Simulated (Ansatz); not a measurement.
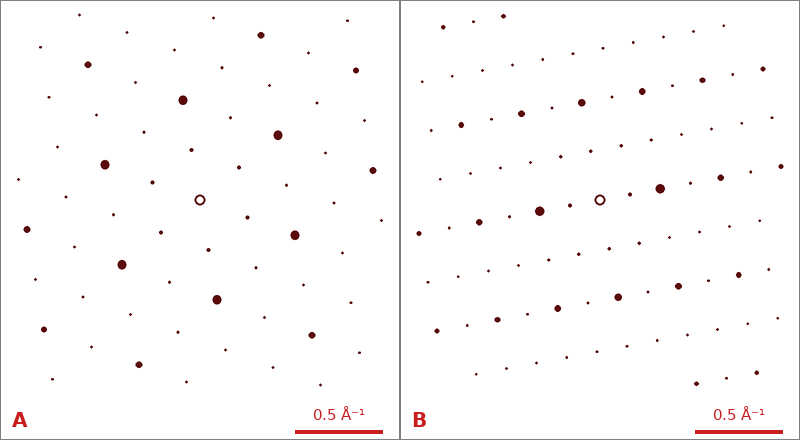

Kinematic electron diffraction patterns (300 kV, B = 0.5 Å², same scale, each along a low-index zone) of two structures of composition Sn3Br, each relaxed at zero pressure with Ansatz, DFT PBE, scalar-relativistic, plane waves, PAW.

The structures (standard cells):
1. P4/mmm (No. 123), a = 5.670 Å, c = 3.509 Å, 4 atoms; generated start, possibly hypothetical
2. Pm-3m (No. 221), a = 4.854 Å, 4 atoms; generated start, possibly hypothetical

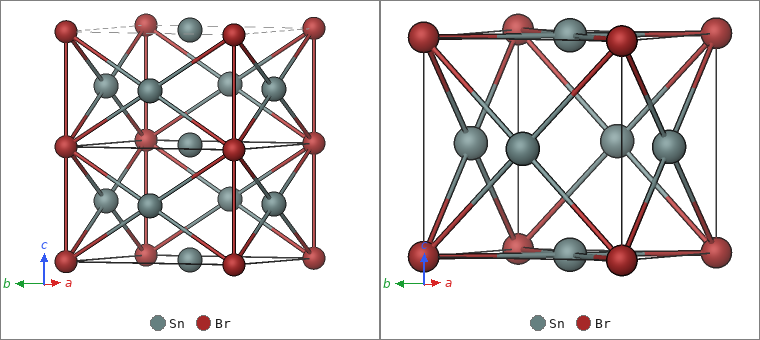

Drawings of the structures 1 to 2, from left to right (each may span several cells).

Question: Which pattern belongs to which structure, and along which zone?

Answer: A is structure 2 along [111] or an equivalent direction: hexagonal net of -1 1 0 (weak) at d = 3.43 Å and -1 0 1 (weak) at d = 3.43 Å, 60.0° apart. B is structure 1 along [100] or an equivalent direction: rectangular net of 0 1 0 (weak) at d = 5.67 Å and 0 0 1 (weak) at d = 3.51 Å, 90.0° apart (some points of this net are extinct or too weak to see).

Question: Rank the structures by their computed energy.

Answer: Structure 1 (P4/mmm, 28.21 Å³ an atom) is the lowest of these; structure 2 (Pm-3m, 28.60 Å³ an atom) lies about 180 meV an atom higher. These are static energies at 0 K; other structures, not shown, may lie lower still.
